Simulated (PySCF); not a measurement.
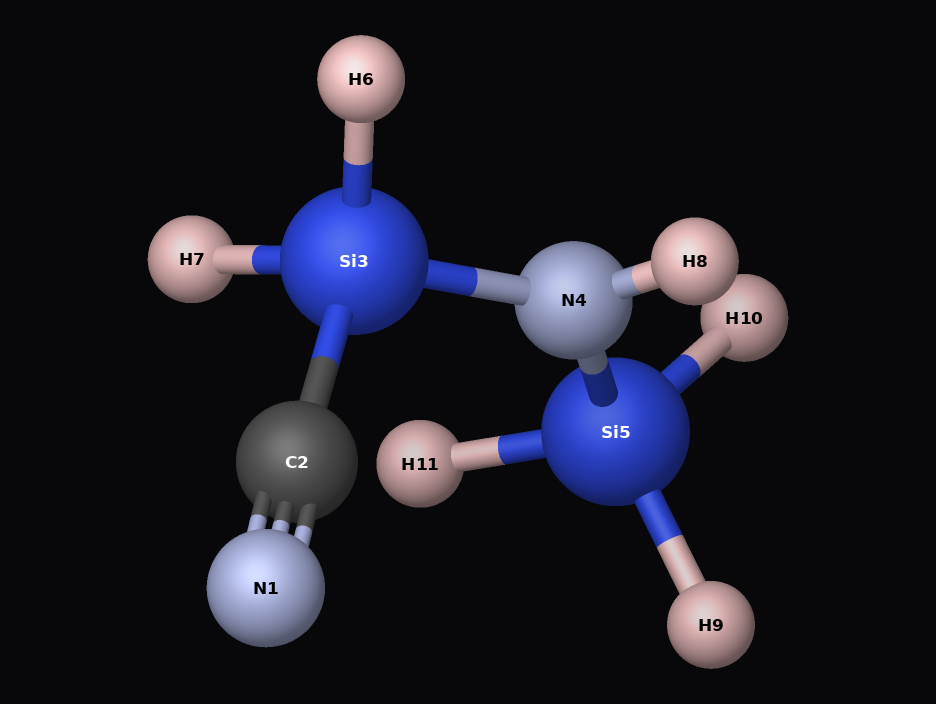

Computed geometry: PBE0-D3(BJ)/def2-SVP optimisation. No frequency run is at hand to confirm it as a minimum. Electric field gradients from the ground-state density, PBE0/IGLO-III (PySCF 2.14.0), non-relativistic apart from any core potentials.

Give the largest field-gradient component, the quadrupole coupling constant and the asymmetry for 14N at N1 (Q = 20.44 mb), 14N at N4 (Q = 20.44 mb), 2H at H6 (Q = 2.86 mb), 2H at H7 (Q = 2.86 mb), 2H at H8 (Q = 2.86 mb), 2H at H9 (Q = 2.86 mb).

| atom | V_zz (a.u.) | e²qQ/h (MHz) | η |
| --- | --- | --- | --- |
| N1 | −1.131 | −5.43 | 0.03 |
| N4 | −0.758 | −3.64 | 0.35 |
| H6 | 0.146 | 0.098 | 0.02 |
| H7 | 0.147 | 0.099 | 0.02 |
| H8 | 0.399 | 0.268 | 0.13 |
| H9 | 0.144 | 0.096 | 0.03 |
